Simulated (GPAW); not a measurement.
A computed O K-edge spectrum of one site in a crystal of Cs, Li, Mo and O, with its zero at a photon energy of about 525.9 eV (raw 534.7 eV, less 8.8 eV of added terms; LDA puts this hole about 4 eV below PBE, itself good to a few eV). Method: GPAW, LDA, full core hole (charged cell) in a small cell, dipole transitions, broadening that rises with energy.

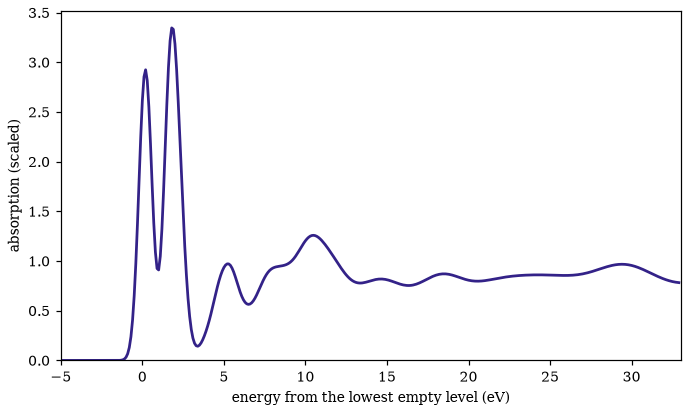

Energy from the lowest empty level; intensity scaled to a mean of 1 over the first 20 eV.

What surroundings does the absorber have?

A K edge sees empty p states; the first features are O p mixed into the empty d states of the Mo neighbours, and the broad ones above probably into the cations' higher empty bands. It is atom 3 of CsLiMoO4 (F-43m), with 1 Mo at 1.76 Å and 1 Li at 1.87 Å (linear, site symmetry 3m). Its main maxima below 24 eV lie at 0.2 eV (2.93), 1.8 eV (3.35), 5.2 eV (0.97), 10.5 eV (1.26) and 18.5 eV (0.87). A near-edge spectrum doesn't fix the structure by itself; it is matched against candidates. The holes are only 5.9 Å apart, so the shape is probably not converged with cell size; no larger cell was run here. The mesh is coarse (0.26 Å⁻¹ between points), so small maxima may be mesh ripples. Lifetime broadening is put in by hand, and intensities beyond about 20 eV depend on it and on the partial waves. The structure is a computed Materials Project entry and may be a hypothetical form.

[Hosts, paths, dates, database ids (printed as entryN), source tags and the programs' standing remarks are cut or masked in the printed files.]

[Lists of maxima count a maximum above −3 eV only where it reaches 4 % of the highest in the window and stands out from its surroundings by 2 % of it (1.5 % where it reaches 55 %); shoulders and weaker maxima are passed over, and of the rest the first, up to two pre-edge ones and the few strongest are named.]
